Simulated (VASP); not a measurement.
Band structure of Al (relaxed from the omega structure, space group P6/mmm). Level of theory: PBEsol GGA, VASP's PBE PAW potentials (set 64) (plane waves; VASP).

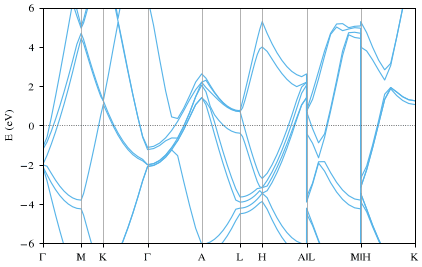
Figure. Bands along high-symmetry lines, zero at the valence-band maximum or, without a gap, the Fermi level

Task: Read the plot: is there a gap, and where are the band edges?

Result: It has no gap at this level: it comes out as a metal or semimetal. (Edges off the drawn lines would not show.)

The structure was generated: Al was put into the omega type (P6/mmm), which need not be its known phase. It was relaxed first.
